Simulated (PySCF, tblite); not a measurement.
# C₃H₁₀OSSi₂: geometry, infrared bands and NMR shifts

What infrared bands and NMR shifts should C₃H₁₀OSSi₂ (`C=C[Si@H](C)S[SiH2]O`) show?

The runs use tblite 0.8.0 and PySCF 2.14.0, with density-fitted response routines of our own; the level of theory stands in each step. All values are computed, except where a source is named. Atoms count from 0, in the outputs and in this text.

## 1. The starting structure

17 atoms, charge 0, multiplicity 1; geometry from: force field or distance geometry start.

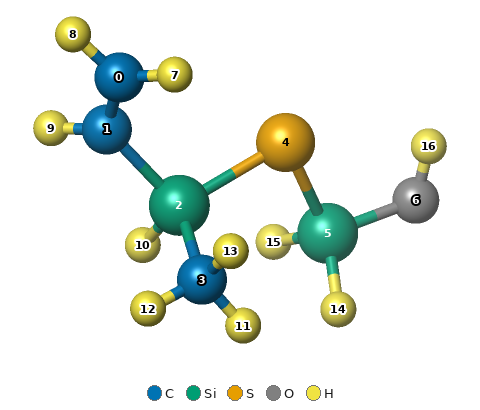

The starting geometry (carbon blue, silicon teal, sulfur amber, oxygen grey, hydrogen yellow), atoms numbered.

## 2. Optimising the geometry with GFN2-xTB

Job settings and geometry (Å):

```
{"job": {"kind": "relax", "xc": "GFN2-xTB", "basis": "xTB"}, "charge": 0, "multiplicity": 1}
C     -2.939700    -0.199400     0.984400
C     -2.188900     0.613800     0.226200
Si    -0.426000     0.316000    -0.255100
C     -0.264400    -1.195100    -1.302500
S      0.692900     0.097400     1.555800
Si     2.561400     0.615300     0.689600
O      3.658300     0.424900     1.917300
H     -2.576200    -1.130100     1.399300
H     -3.967600     0.073800     1.224000
H     -2.598800     1.540200    -0.134000
H      0.030400     1.512100    -1.002000
H      0.766400    -1.360900    -1.615600
H     -0.885700    -1.132000    -2.185400
H     -0.573900    -2.097700    -0.749300
H      2.892800    -0.297700    -0.414700
H      2.560100     2.027700     0.261300
H      3.252000     0.203900     2.777300
```

The run is started by

```sh
> OMP_NUM_THREADS=1 python probes_run.py task.json out
```

This one command runs all jobs of the session in turn.

Standard output:

```text
step      E/eV     max force
  0    -607.93122    1.397
  1    -608.00920    1.045
  2    -608.02779    0.386
  3    -608.03598    0.281
  4    -608.04858    0.237
  5    -608.05699    0.272
  6    -608.06952    0.266
  7    -608.07753    0.256
  8    -608.08340    0.190
  9    -608.08716    0.159
 10    -608.09007    0.137
 11    -608.09258    0.136
 12    -608.09522    0.160
 13    -608.09794    0.142
 14    -608.10028    0.104
 15    -608.10184    0.086
 16    -608.10298    0.083
 17    -608.10408    0.099
 18    -608.10503    0.074
 19    -608.10572    0.061
 20    -608.10627    0.084
 21    -608.10686    0.088
 22    -608.10753    0.071
 23    -608.10814    0.079
 24    -608.10858    0.053
 25    -608.10894    0.046
 26    -608.10931    0.044
 27    -608.10965    0.049
 28    -608.10988    0.036
 29    -608.11004    0.030
 30    -608.11021    0.034
 31    -608.11047    0.051
 32    -608.11080    0.061
 33    -608.11113    0.044
 34    -608.11139    0.045
 35    -608.11163    0.046
 36    -608.11190    0.051
 37    -608.11216    0.047
 38    -608.11236    0.029
 39    -608.11251    0.038
 40    -608.11267    0.040
 41    -608.11291    0.045
 42    -608.11319    0.043
 43    -608.11341    0.036
 44    -608.11355    0.027
 45    -608.11364    0.025
 46    -608.11372    0.029
 47    -608.11380    0.025
 48    -608.11389    0.023
 49    -608.11400    0.036
 50    -608.11413    0.039
 51    -608.11424    0.023
 52    -608.11430    0.024
 53    -608.11436    0.023
 54    -608.11446    0.033
 55    -608.11465    0.050
 56    -608.11498    0.057
 57    -608.11541    0.052
 58    -608.11579    0.044
 59    -608.11602    0.033
 60    -608.11616    0.033
 61    -608.11629    0.029
 62    -608.11640    0.022
 63    -608.11647    0.020
 64    -608.11653    0.021
 65    -608.11660    0.021
 66    -608.11669    0.027
 67    -608.11683    0.028
 68    -608.11698    0.034
 69    -608.11715    0.041
 70    -608.11733    0.038
 71    -608.11756    0.038
 72    -608.11781    0.039
 73    -608.11810    0.044
 74    -608.11840    0.047
 75    -608.11881    0.053
 76    -608.11929    0.062
 77    -608.12016    0.077
 78    -608.12145    0.113
 79    -608.12330    0.115
 80    -608.12512    0.211
 81    -608.12846    0.179
 82    -608.13106    0.196
 83    -608.13429    0.183
 84    -608.13642    0.127
 85    -608.13901    0.132
 86    -608.13868    0.241
 87    -608.14207    0.118
 88    -608.14344    0.114
 89    -608.14571    0.134
 90    -608.14722    0.111
 91    -608.14853    0.093
 92    -608.14942    0.101
 93    -608.15056    0.131
 94    -608.15153    0.097
 95    -608.15230    0.206
 96    -608.15340    0.089
 97    -608.15412    0.096
 98    -608.15565    0.101
 99    -608.15760    0.135
100    -608.15944    0.152
101    -608.15800    0.268
102    -608.16093    0.041
103    -608.16127    0.052
104    -608.16174    0.114
105    -608.16203    0.077
106    -608.16254    0.040
107    -608.16299    0.045
108    -608.16330    0.078
109    -608.16353    0.083
110    -608.16408    0.088
111    -608.16436    0.042
112    -608.16451    0.085
113    -608.16476    0.032
114    -608.16489    0.022
115    -608.16509    0.026
116    -608.16527    0.028
117    -608.16544    0.037
118    -608.16554    0.033
119    -608.16564    0.040
120    -608.16573    0.026
121    -608.16582    0.019
122    -608.16592    0.022
123    -608.16604    0.022
124    -608.16616    0.023
125    -608.16625    0.022
126    -608.16632    0.018
127    -608.16636    0.015
128    -608.16640    0.014
129    -608.16643    0.010
130    -608.16646    0.009
```

Wall time 1 s (1 thread of Arm Neoverse V2, shared host); peak memory 0.18 GiB.

The steps of the relaxation: (not every step is listed)

```csv
step,energy from step 0 (eV),largest force (eV/Å)
0,0.0000,1.3972
1,-0.0780,1.0446
2,-0.0966,0.3863
3,-0.1048,0.2811
4,-0.1174,0.2371
5,-0.1258,0.2723
6,-0.1383,0.2663
7,-0.1463,0.2562
8,-0.1522,0.1900
19,-0.1745,0.0607
30,-0.1790,0.0336
41,-0.1817,0.0450
52,-0.1831,0.0235
63,-0.1852,0.0198
74,-0.1872,0.0469
85,-0.2078,0.1322
96,-0.2222,0.0888
107,-0.2318,0.0451
118,-0.2343,0.0332
125,-0.2350,0.0221
126,-0.2351,0.0176
127,-0.2351,0.0154
128,-0.2352,0.0136
129,-0.2352,0.0100
130,-0.2352,0.0093
```

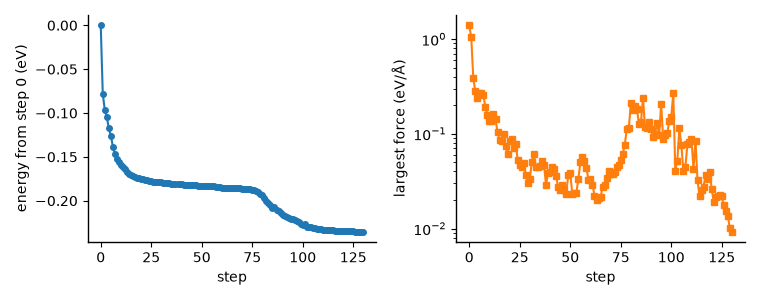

Energy and largest force along the relaxation.

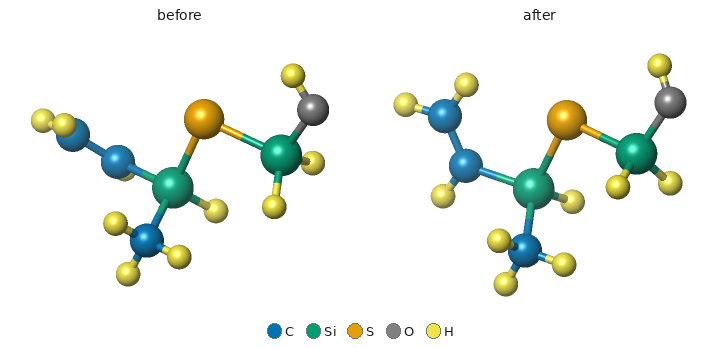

The geometry before (left) and after (right).

Close pairs (by a distance rule), those that changed most:

```csv
bond,before (Å),after (Å),change (Å)
Si2–C3,1.846,1.899,+0.053
Si5–O6,1.657,1.615,-0.042
C1–Si2,1.852,1.880,+0.028
S4–Si5,2.124,2.148,+0.024
O6–H16,0.976,0.954,-0.022
Si5–H15,1.476,1.455,-0.021
Si2–S4,2.140,2.159,+0.019
C0–C1,1.342,1.324,-0.018
```

The end geometry stands in the next job.

## 3. Harmonic vibrations with GFN2-xTB

Job settings and geometry (Å):

```
{"job": {"kind": "ir", "xc": "GFN2-xTB", "basis": "xTB"}, "charge": 0, "multiplicity": 1}
C     -2.845387     0.040850     1.376685
C     -2.412932     0.234736     0.140676
Si    -0.612938     0.453515    -0.354472
C     -0.089509    -0.852159    -1.629552
S      0.547135     0.266973     1.456412
Si     2.579435     0.191775     0.765289
O      3.520994     0.347423     2.068528
H     -2.156932    -0.004485     2.204756
H     -3.890924    -0.081978     1.615270
H     -3.135248     0.274977    -0.665748
H     -0.361628     1.798922    -0.883118
H      0.941059    -0.705420    -1.940383
H     -0.714844    -0.795438    -2.515227
H     -0.175401    -1.857946    -1.226912
H      2.844764    -1.108937     0.172477
H      2.809969     1.307026    -0.140108
H      3.145388     0.502196     2.932074
```

Standard output:

```text
mode    cm-1     km/mol
  1      21.7      0.43
  2      42.1      6.65
  3      58.9      0.43
  4      71.2     98.81
  5      82.3     16.91
  6     122.7      0.82
  7     132.0      0.67
  8     163.5      4.83
  9     186.6     10.65
 10     207.2      6.04
 11     348.8      1.70
 12     471.1     77.98
 13     487.9     20.77
 14     502.4     72.92
 15     512.0    109.46
 16     603.4     22.14
 17     630.7    118.11
 18     639.2    109.44
 19     702.1    170.33
 20     711.0     85.27
 21     763.4     68.66
 22     787.8    312.97
 23     812.0    593.44
 24     828.6    116.64
 25     833.9    102.30
 26     923.7     11.06
 27     925.9    153.91
 28    1007.5     12.00
 29    1028.0     14.56
 30    1274.7      5.58
 31    1368.7     13.07
 32    1411.2     12.11
 33    1480.1      0.74
 34    1482.6      0.72
 35    1666.3     13.28
 36    2213.3    243.93
 37    2306.2    369.40
 38    2336.7    129.40
 39    3028.2     36.83
 40    3033.0     17.03
 41    3036.6     30.91
 42    3044.5     29.63
 43    3076.0     42.39
 44    3112.6     44.22
 45    3654.5     43.95
```

Run time: 0.69 s. Hardware: 1 thread of Arm Neoverse V2, shared host; peak memory 0.18 GiB.

Which atoms move in the most intense modes:

```csv
cm⁻¹,km/mol,atoms
631,118.1,H10 81 %
702,170.3,"C1 27 %, Si2 26 %, C3 11 %, H11 10 %"
788,313.0,"H15 35 %, H14 33 %"
812,593.4,"H16 41 %, H14 18 %, H15 14 %"
926,153.9,"O6 55 %, Si5 37 %"
2213,243.9,H10 96 %
2306,369.4,"H15 65 %, H14 30 %"
2337,129.4,"H14 66 %, H15 32 %"
```

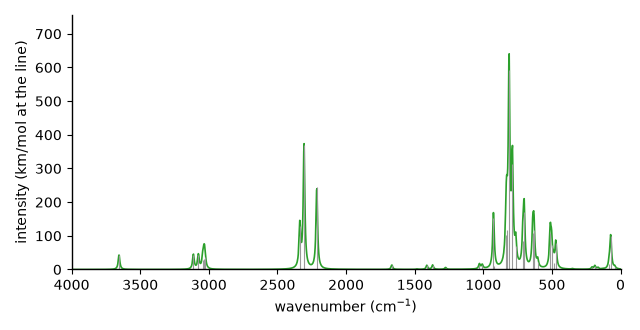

The infrared spectrum from these modes, unscaled. Lines are broadened to a width of 14 cm⁻¹ (Lorentzian).

## 4. Shielding tensors: PBE0/pcSseg-1

Settings changed since step 3:

```diff
@@ -1,2 +1,2 @@
-{"job": {"kind": "ir", "xc": "GFN2-xTB", "basis": "xTB"}, "charge": 0, "multiplicity": 1}
+{"job": {"kind": "nmr", "xc": "PBE0", "basis": "pcSseg-1"}, "charge": 0, "multiplicity": 1}
 C     -2.845387     0.040850     1.376685
```

Method: GIAO PBE0/pcSseg-1 NMR shielding, non-relativistic, gas phase.

Standard output:

```text
coarse grid: 15416 points
cycle   1  E = -1171.9650001516  dE =  5.785e-01  |g| = 8.042e-01  |ddm| = 3.710e+00
cycle   2  E = -1171.8403027614  dE =  1.247e-01  |g| = 1.145e+00  |ddm| = 1.583e+00
cycle   3  E = -1172.0915343161  dE = -2.512e-01  |g| = 1.181e-01  |ddm| = 1.059e+00
cycle   4  E = -1172.0942772314  dE = -2.743e-03  |g| = 3.718e-02  |ddm| = 1.347e-01
cycle   5  E = -1172.0945960304  dE = -3.188e-04  |g| = 5.788e-03  |ddm| = 4.006e-02
cycle   6  E = -1172.0946028441  dE = -6.814e-06  |g| = 3.083e-03  |ddm| = 8.883e-03
final grid: 134152 points
cycle   7  E = -1172.1468012055  dE = -2.026e-05  |g| = 1.079e-02  |ddm| = 2.633e-02
cycle   8  E = -1172.1467717008  dE =  2.950e-05  |g| = 1.530e-02  |ddm| = 2.365e-02
cycle   9  E = -1172.1468283655  dE = -5.666e-05  |g| = 1.949e-03  |ddm| = 1.424e-02
cycle  10  E = -1172.1468293385  dE = -9.730e-07  |g| = 2.195e-04  |ddm| = 1.590e-03
cycle  11  E = -1172.1468293478  dE = -9.295e-09  |g| = 1.052e-04  |ddm| = 2.529e-04
cycle  12  E = -1172.1468293499  dE = -2.127e-09  |g| = 2.578e-05  |ddm| = 9.570e-05
cycle  13  E = -1172.1468293501  dE = -1.348e-10  |g| = 5.407e-06  |ddm| = 2.803e-05
converged SCF energy = -1172.1468293501

GIAO shielding tensors (ppm)
atom      isotropic    diamagn.    paramagn.     s11        s22        s33       span
  0 C       41.707     254.236    -212.529    -84.158     38.494    170.787    254.945
  1 C       47.751     263.529    -215.779    -67.349     38.405    172.196    239.544
  2 Si     361.398     882.685    -521.288    318.995    370.598    394.601     75.606
  3 C      184.707     256.785     -72.077    178.351    183.752    192.019     13.667
  4 S      770.955    1064.638    -293.683    656.439    796.315    860.112    203.673
  5 Si     364.985     879.003    -514.018    340.207    342.720    412.028     71.820
  6 O      312.008     384.305     -72.296    279.077    296.224    360.724     81.647
  7 H       25.183      33.199      -8.015     21.783     22.925     30.841      9.058
  8 H       25.098      27.782      -2.684     22.423     24.419     28.453      6.030
  9 H       25.366      30.429      -5.063     23.773     24.602     27.723      3.949
 10 H       26.395      30.945      -4.550     22.719     24.677     31.789      9.070
 11 H       31.515      32.958      -1.442     26.427     30.497     37.621     11.194
 12 H       31.431      31.060       0.371     26.778     28.183     39.332     12.554
 13 H       31.426      32.894      -1.467     27.629     29.301     37.349      9.721
 14 H       26.101      30.524      -4.423     21.430     25.978     30.896      9.466
 15 H       26.092      30.071      -3.979     21.856     25.457     30.962      9.107
 16 H       30.241      31.520      -1.279     21.507     27.281     41.934     20.427
```

Run time: 41 s. Hardware: 1 thread of Arm Neoverse V2, shared host; peak memory 0.84 GiB.

The references, computed at this level on geometries of the same kind, shield at (ppm): 1H TMS 31.72, 13C TMS 186.9, 29Si TMS 349.2, 17O H2O 336.1, 33S CS2 504. Their shielding less the atom's gives the shift. The references are single molecules in the gas phase, so shifts against H2O, NH3, PH3, H3PO4 or CFCl3 are not on the usual liquid scales and can be off by tens of ppm. Atoms listed in one row are averaged.

```csv
atoms,environment,σ (ppm),δ (ppm),δ scaled to CDCl3
C0,terminal =CH2 carbon,41.7,145.2,139.8
C1,alkene CH,47.8,139.2,133.9
C3,methyl carbon bonded to Si,184.7,2.2,0.2
H8,hydrogen on a terminal =CH2 carbon,25.10,6.62,6.35
H7,hydrogen on a terminal =CH2 carbon,25.18,6.53,6.27
H9,hydrogen on an alkene CH,25.37,6.35,6.09
H15,"hydrogen on a silicon bonded to O, S",26.09,5.63,–
H14,"hydrogen on a silicon bonded to O, S",26.10,5.62,–
H10,"hydrogen on a silicon bonded to 2 C, S",26.39,5.32,–
H16,hydrogen on an oxygen bonded to Si,30.24,1.48,–
"H11, H12, H13",hydrogen on a methyl carbon bonded to Si,31.46,0.26,0.35
Si2,"silicon bonded to 2 C, S, H",361.4,-12.2,–
Si5,"silicon bonded to O, S, 2 H",365.0,-15.8,–
S4,sulfur bonded to 2 Si,771,-267,–
O6,"oxygen bonded to Si, H",312.0,24.1,–
```

The scaled column applies a straight-line fit of computed shieldings to shifts measured in CDCl3, with any fitted terms for Cl, Br or S neighbours (root-mean-square error 0.16 ppm for H, 1.9 ppm for C).

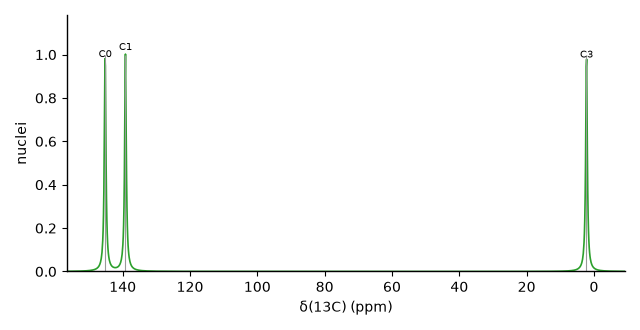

13C lines at the computed shifts, without couplings. Lines are broadened to a width of 0.57 ppm (Lorentzian).

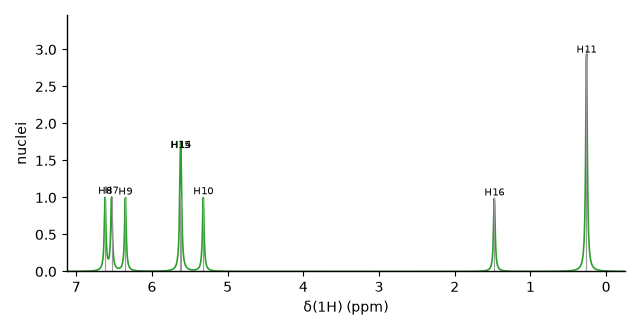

1H lines at the computed shifts, without couplings. Lines are broadened to a width of 0.03 ppm (Lorentzian).

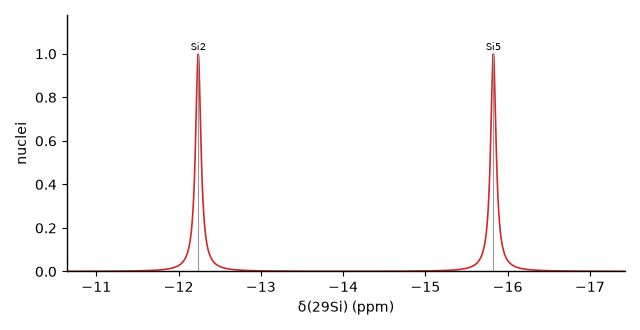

29Si lines at the computed shifts, without couplings. Lines are broadened to a width of 0.08 ppm (Lorentzian).

The run also stored atomic charges by several schemes (e):

```csv
atoms,Mulliken,IAO,Hirshfeld,ESP fit
C0,-0.14,-0.26,-0.08,-0.38
C1,-0.50,-0.43,-0.14,-0.24
Si2,0.78,0.85,0.35,0.58
C3,-0.63,-0.72,-0.21,-0.58
S4,-0.63,-0.49,-0.19,-0.56
Si5,0.81,0.97,0.38,0.84
O6,-0.55,-0.79,-0.31,-0.73
```

IAO charges:

C0 -0.26; C1 -0.43; Si2 0.85; C3 -0.72; S4 -0.49; Si5 0.97; O6 -0.79; H7 0.15; H8 0.15; H9 0.15; H10 -0.13; H11 0.16; H12 0.16; H13 0.16; H14 -0.15; H15 -0.16; H16 0.37

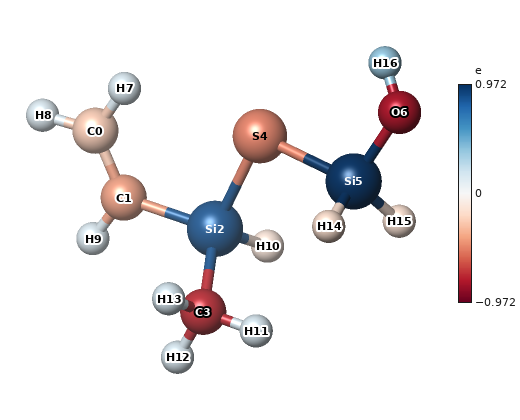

IAO charges, as colours on the atoms.

Mayer bond orders: C0–C1 2.00, C1–Si2 0.90, Si2–C3 0.95, Si2–S4 0.94, S4–Si5 0.92, Si5–O6 1.05.

Orbitals, density, ELF and potential are computed afterwards from the orbital file.

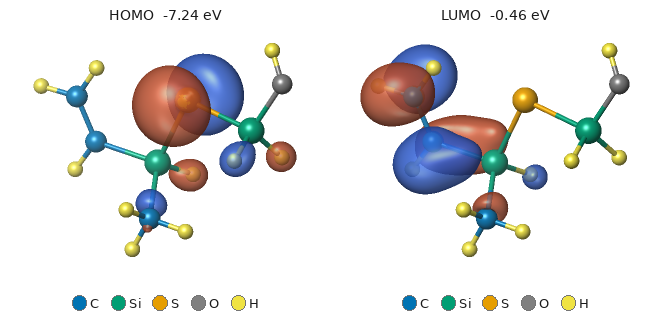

PBE0/pcSseg-1 orbitals near the gap, drawn at the value that encloses 70 % of each; the two colours are the two signs.

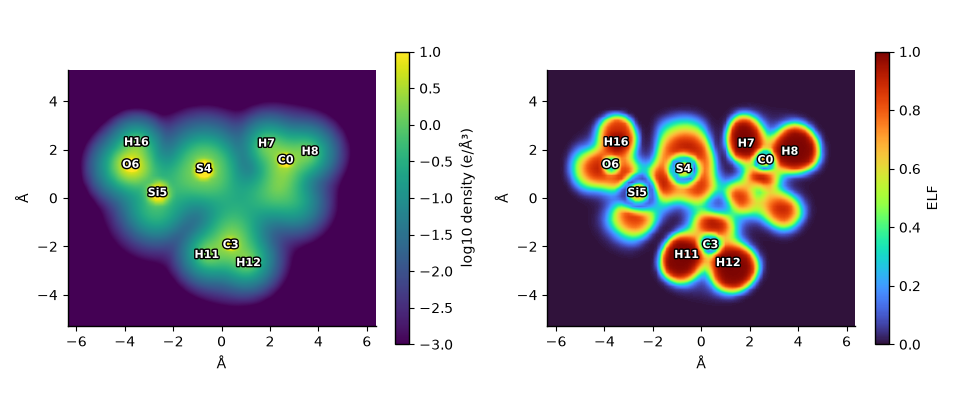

Density (left) and ELF (right) in a plane through or near 10 of the atoms.

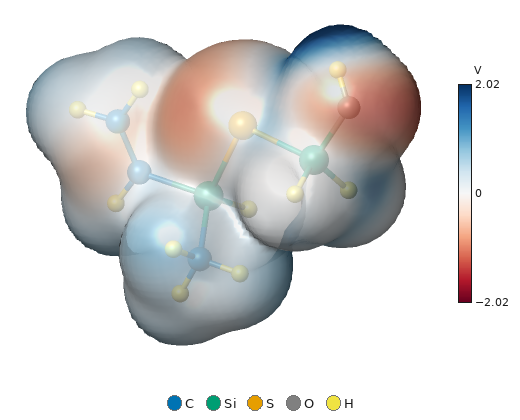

Electrostatic potential on the surface of density 0.002 e/bohr³; red is low, blue high. It runs from -1.20 V near O6 to 2.02 V near H16.

## 5. Summary of results

```
                                                              quantity                                               value
                             strongest single infrared mode (GFN2-xTB)                                812 cm⁻¹, 593 km/mol
                                          zero-point energy (GFN2-xTB)                                       74.5 kcal/mol
                                13C shifts against TMS (PBE0/pcSseg-1)                               145.2, 139.2, 2.2 ppm
1H shifts against TMS (PBE0/pcSseg-1, means over atoms taken as alike)  6.62, 6.53, 6.35, 5.63, 5.62, 5.32, 1.48, 0.26 ppm
                               29Si shifts against TMS (PBE0/pcSseg-1)                                    -12.2, -15.8 ppm
                                33S shifts against CS2 (PBE0/pcSseg-1)                                            -267 ppm
                                17O shifts against H2O (PBE0/pcSseg-1)                                            24.1 ppm
                                 surface potential, least and greatest                                  -1.20 V and 2.02 V
```

**Reading.** Relaxing lowered the energy by 0.235 eV in 130 steps; the close pair that moved most is Si2–C3, from 1.846 to 1.899 Å. No mode is imaginary among the 45: a minimum at this level. The strongest single mode, at 812 cm⁻¹, has its largest shares on H16, H14 and H15 (the list is cut at 3 atoms). GFN2-xTB is a fitted tight-binding method: band positions and strengths are rough. Its intensities can rank the bands wrongly. The most deshielded carbon is C0 (terminal =CH2 carbon), at 145.2 ppm: the olefinic region. At PBE0/pcSseg-1: Shielding is most anisotropic at C0 (span 255 ppm, paramagnetic term -213 ppm). At PBE0/pcSseg-1, counted by nearest atom on the grid, the HOMO lies on S4 76 %, the LUMO on C0, C1 about 29 % each; H7, H8 about 8 % each.
